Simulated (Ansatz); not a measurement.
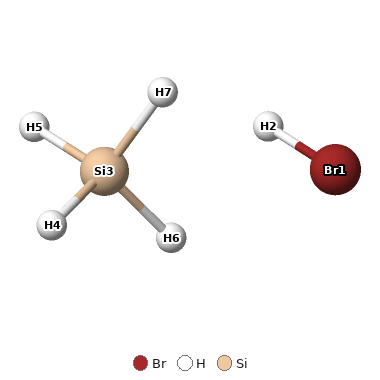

The system is the pair BrH···H₄Si; the picture shows the reference structure. The turn is about an axis along (−0.51, 0.86, 0.05) in the frame of the relaxed pair, normal to the line between the partners. Coordinates scanned: (1) distance Si3···Br1; (2) turn of Br1, H2 about its own atom Br1. Grid: 9 × 8 points. Points are written as (first, second). Energies: cm⁻¹, counted from the lowest grid point. Method: RKS PBE0-D4/def2-TZVPD (Ansatz).

Its coordinates:

```xyz
7

Br   -0.3286   -0.1043   -3.2450
H    -0.4836    0.4248   -1.9315
Si    0.1678   -0.0718    1.0421
H     1.6056   -0.1743    0.6929
H     0.0116    0.4742    2.4125
H    -0.4762   -1.4044    0.9456
H    -0.4965    0.8558    0.0834
```

Range: distance Si3···Br1 from 3.625 to 5.025 Å; turn of Br1, H2 about its own atom Br1 from −180 to 135°.

Q: Predict the map.

A: The lowest grid point is at (4.350 Å, 0°). The highest grid point, (3.625 Å, 0°), lies 1247 cm⁻¹ above the lowest.

| second ↓, first → | 3.625 | 3.702 | 3.826 | 3.980 | 4.156 | 4.350 | 4.561 | 4.787 | 5.025 |
| --- | --- | --- | --- | --- | --- | --- | --- | --- | --- |
| 135 | 809 | 647 | 464 | 332 | 260 | 238 | 248 | 276 | 309 |
| 90 | 736 | 576 | 398 | 271 | 207 | 192 | 210 | 244 | 284 |
| 45 | 927 | 697 | 440 | 257 | 162 | 136 | 154 | 195 | 244 |
| 0 | 1247 | 868 | 453 | 167 | 28 | 0 | 37 | 103 | 172 |
| −45 | 933 | 702 | 443 | 258 | 163 | 137 | 155 | 196 | 244 |
| −90 | 734 | 575 | 397 | 270 | 206 | 192 | 209 | 244 | 284 |
| −135 | 806 | 644 | 462 | 330 | 259 | 237 | 247 | 275 | 308 |
| −180 | 729 | 588 | 431 | 320 | 262 | 248 | 261 | 289 | 320 |

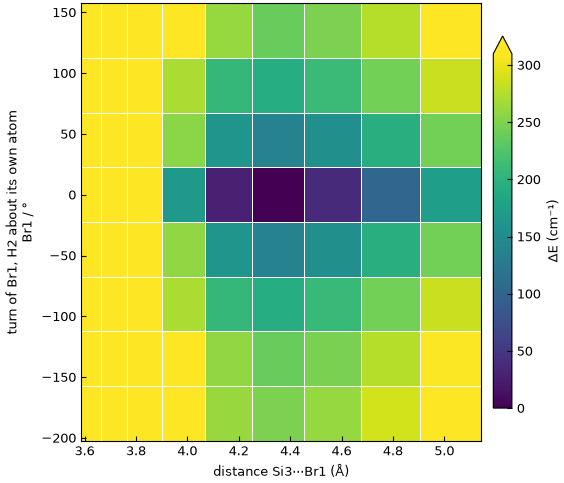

Drawn: one coloured cell a grid point, one colour for all values above the top of the scale.

Each point was launched as `ansatz run input.yaml --threads 1 --pin off --max-ram 2560MiB --backend cpu --events-out ev --progress --plain --runs-dir out`. Time for the 72 points that were run: 15 min on 1 thread of Arm Neoverse N1, with other jobs on the host.
